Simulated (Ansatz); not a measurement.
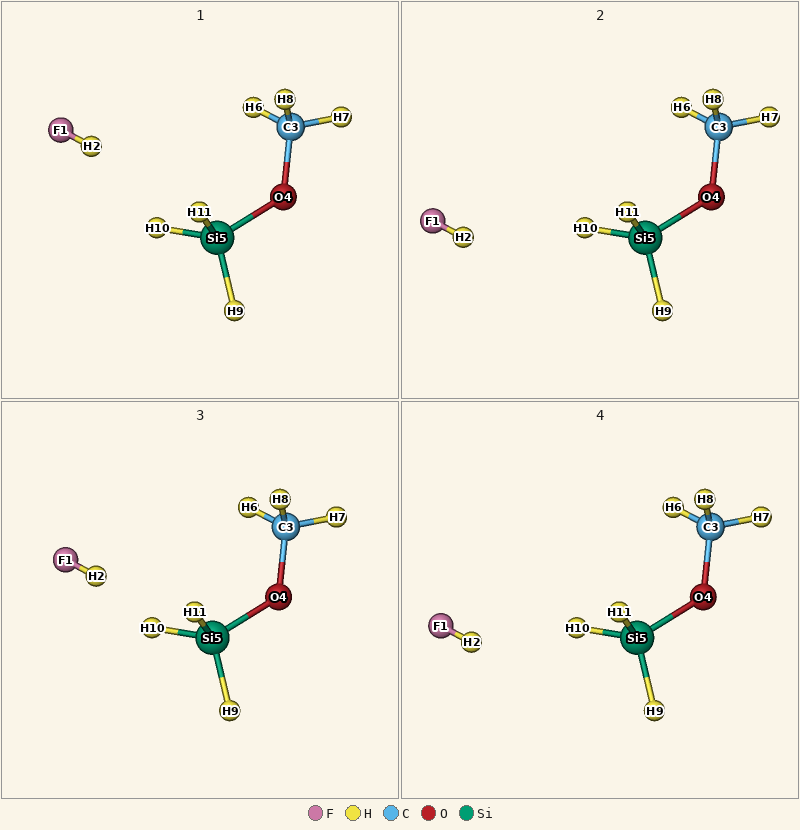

The pair FH···CH₆OSi. 
- First axis: separation of Si5 and H2 along their line in the relaxed pair. Second axis: sideways slip of F1, H2.
- Nothing is relaxed (both partners rigid).
- Grid: 9 × 9 points.
- Points are written as (first, second).
- Energies: kJ/mol, counted from the two partners far apart, frozen as in the relaxed pair, each in its own basis (no counterpoise correction).
- Computed with RHF/def2-SVPD (Ansatz 0.2.0).

The numbered pictures are structures from this grid.

> Which is the most stable, and how do the others follow?

3, at (3.488 Å, 0.55 Å): −4.61 kJ/mol; 4, at (3.682 Å, −1.10 Å): −3.47 kJ/mol; 2, at (4.119 Å, −1.10 Å): −2.75 kJ/mol; 1, at (4.119 Å, 1.10 Å): −2.11 kJ/mol.

The map, with the structures marked:

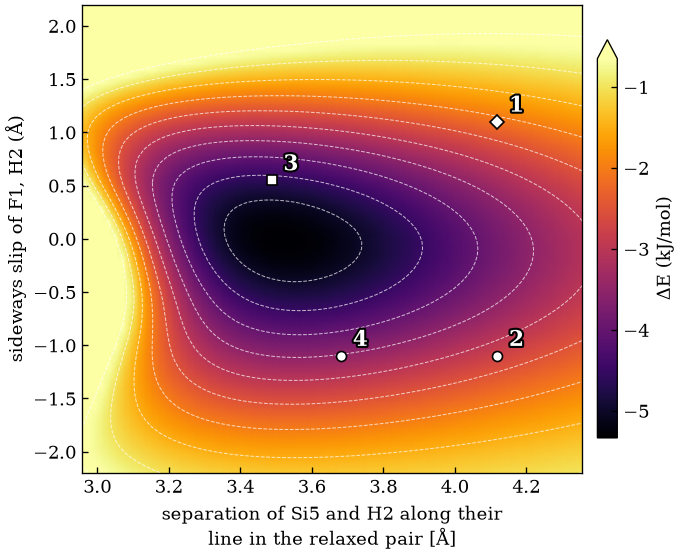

The picture shows a smooth colour map with a few white contour lines, one colour for all values above the top of the scale. Between grid points the surface is interpolated.
